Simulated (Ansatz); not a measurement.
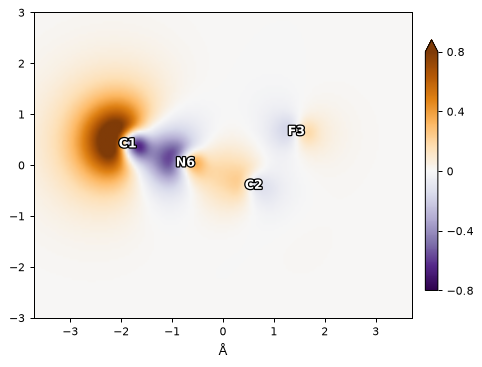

C$_{2}$F$_{3}$N. One frontier orbital on the plane of atoms F3, C2 and N6 (values in Å⁻³ᐟ²; the overall sign is arbitrary).

Geometry: BLYP-D3(BJ)/def2-SVP.

Theory: isolated molecule in a Gaussian basis; Kohn-Sham density functional theory, functional PBE0 (Ansatz 0.2.0).

```xyz
6

C    -1.3673   -0.8841   -0.4544
C    -1.3473    0.5631    1.7142
F    -2.3406    0.1759    2.5368
F    -1.5197    1.8621    1.4040
F    -0.1710    0.4202    2.3539
N    -1.3581   -0.2232    0.5359
```

### Which orbital is it: HOMO or LUMO?

The HOMO, at −10.14 eV. By Hirshfeld shares it lies mainly on C1 (about 85 %) and N6 (about 10 %).
